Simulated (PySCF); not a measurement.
# Br2, SMILES `BrBr`: electronic structure

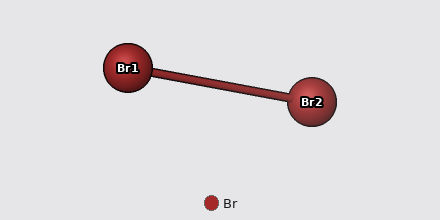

The molecule, with its atoms numbered as below. No frequency check shows the geometry to be a minimum.

Cartesian coordinates (Å):

```
Br1      1.1407    0.0000    0.0000
Br2     -1.1407    0.0000    0.0000
```

### 1. Bonding charge

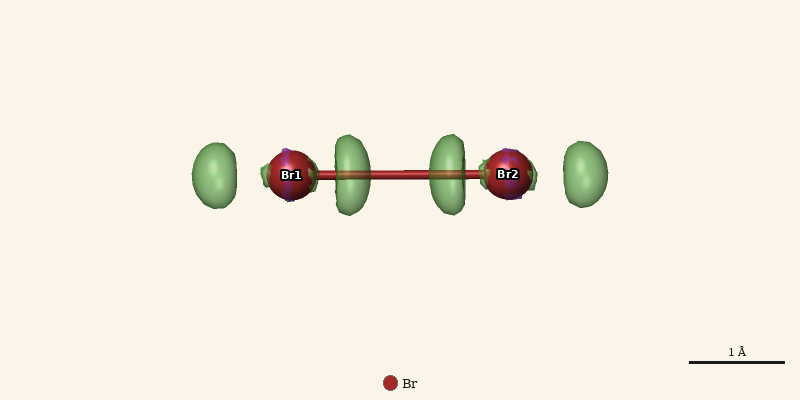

Deformation density (molecule less spherical, spin-averaged free atoms at the same positions), surfaces at ±0.15 e/Å³; purple: gain, green: loss.

Method: B3LYP/def2-SVP; geometry: GFN2-xTB; program: PySCF.

> How much density has each bond gained at its critical point, relative to the free atoms?

Br1–Br2: −0.01 e/Å³ at the bond critical point (bond length 2.28 Å, Mayer order 1.1). In all, 0.7 electrons gather in the regions of gain relative to the promolecule. A small or negative value marks a very polar bond, one between electron-rich atoms, whose free-atom densities already overlap strongly, a long bond to a heavier atom, or a closed-shell contact such as a hydrogen bond.

> Where do the Hirshfeld charges lie?

The highest Hirshfeld charge is on Br1 and Br2 (0.00 e), the lowest on Br1 and Br2 (0.00 e).

```
atom  charge (e)
 Br1        0.00
 Br2        0.00
```

### 2. Bond critical points

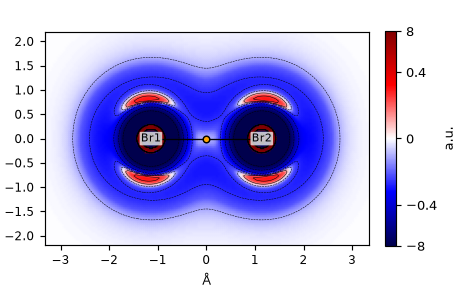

Negative Laplacian of the density (−∇²ρ) in a plane that holds the bond (red positive, blue negative, colour scale in a.u., logarithmic beyond ±0.04), with bond paths and bond critical points (dots).

> At which bond critical points in this plane is charge locally concentrated, and at which depleted?

At none is it concentrated. Depleted (∇²ρ > 0): Br1–Br2 (+0.02 a.u., H = −0.039).

### 3. Local ionisation energy

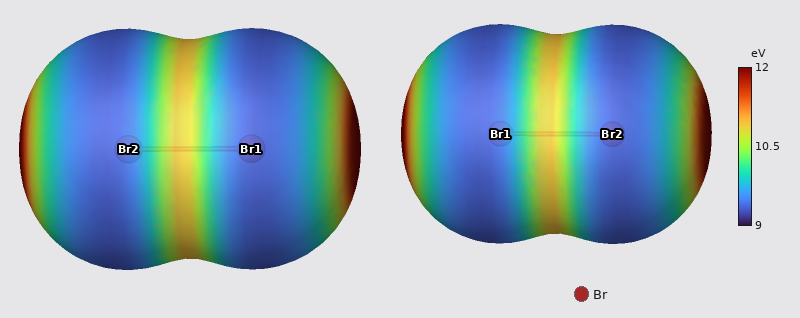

Average local ionisation energy on the surface of electron density 0.001 a.u. (back view left, front view right).

> Locate the minima of the map.

The lowest value is 9.3 eV, 2.2 Å from Br1, and at like points elsewhere. For comparison, the highest occupied orbital lies at −7.7 eV.

### 4. In an electric field

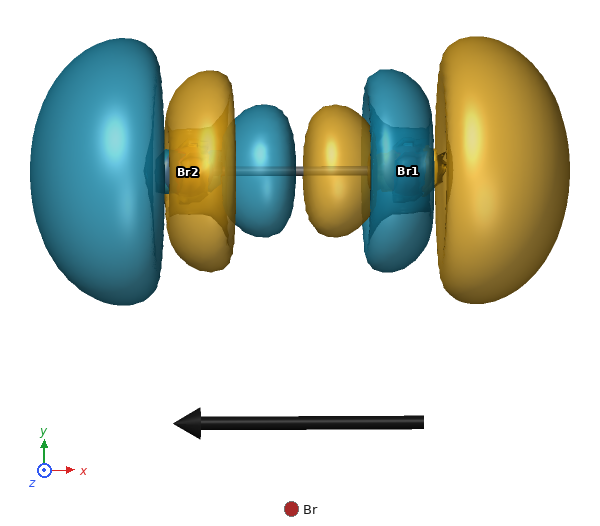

Change of the electron density in a uniform field of 0.41 V/Å along −x (arrow), surfaces at ±0.003 e/Å³ (yellow: gain, teal: loss).

Method: ωB97X/def2-SVPD; geometry: GFN2-xTB; program: PySCF.

> What dipole is induced, and what polarisability does it imply?

The induced dipole is 1.25 D (along the field); α along this axis, from the fields in both directions, is 62 bohr³ (9.1 Å³).

> Which atoms gain and lose the most charge?

Electrons gather most on Br1 (Hirshfeld charge changes by −0.061 e) and leave Br2 most (+0.061 e); 0.091 electrons are displaced in all.

### 5. Localised orbitals

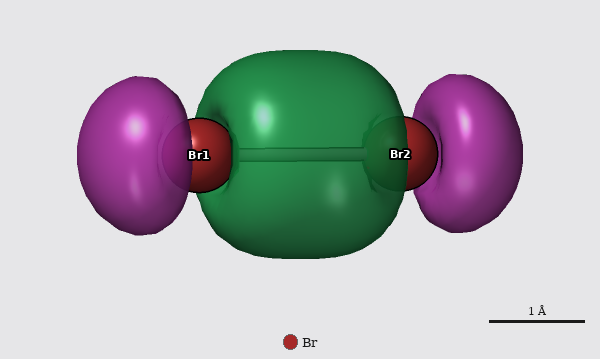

Pipek–Mezey orbitals, occupied; each surface holds about 85 % of the orbital's density. Energies are diagonal elements of the Fock matrix.

Method: TPSS/6-311G**; geometry: GFN2-xTB; program: PySCF.

> What does this orbital represent?

σ bond Br1–Br2 (Br1 50 %, Br2 50 %; −13.2 eV).
